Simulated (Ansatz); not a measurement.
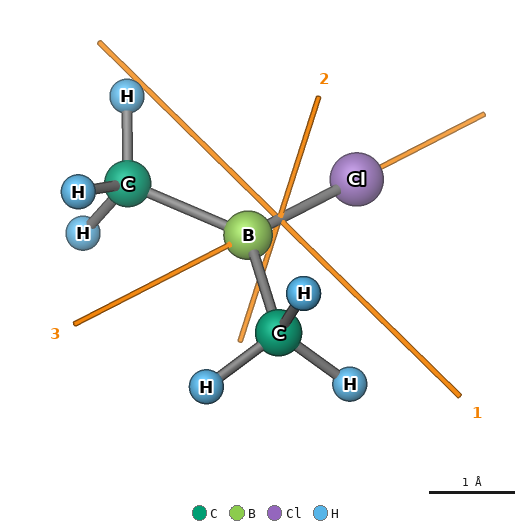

The three principal axes of inertia are drawn and numbered. Depth is shown by fading: the farther an atom, the more it takes the colour of the background. The geometry was computed by an optimisation with PBE0-D4/def2-TZVP. Masses are those of the most abundant isotopes; constants are for the rigid equilibrium geometry.

Question: Which line is the a axis (least moment of inertia), which b and which c?

Answer: a is line 3, b is line 1, c is line 2; the moments are 67.1, 113, 174 u Å².

Question: What kind of rotor is it, and what are its rotational constants in cm⁻¹?

Answer: An asymmetric top (C2): A = 0.251, B = 0.149, C = 0.0967 cm⁻¹. Ray's parameter κ is −0.33, nearer the prolate limit.
